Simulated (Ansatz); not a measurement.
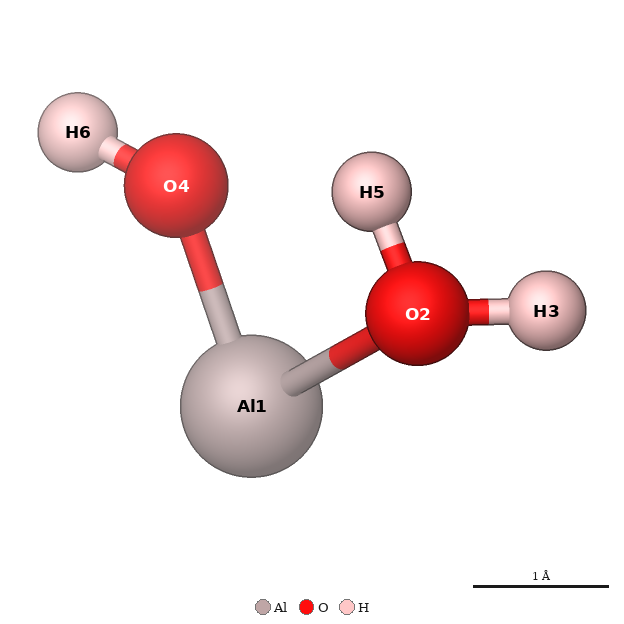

Orthographic view. Distant atoms are faded towards the background colour. The geometry was computed by an optimisation with PBE0-D4/def2-TZVP.

Write a Z-matrix (Å, degrees) in the order of the atom numbers, with these reference atoms: 2 to 1; 3 to 2, 1; 4 to 1, 2, 3; 5 to 2, 3, 1; 6 to 4, 1, 2.

```
Al 
O    1   2.188
H    2   0.962   1   120.9
O    1   1.759   2    76.7   3  -120.7
H    2   0.974   3   108.9   1  -104.6
H    4   0.957   1   124.0   2  -175.3
```
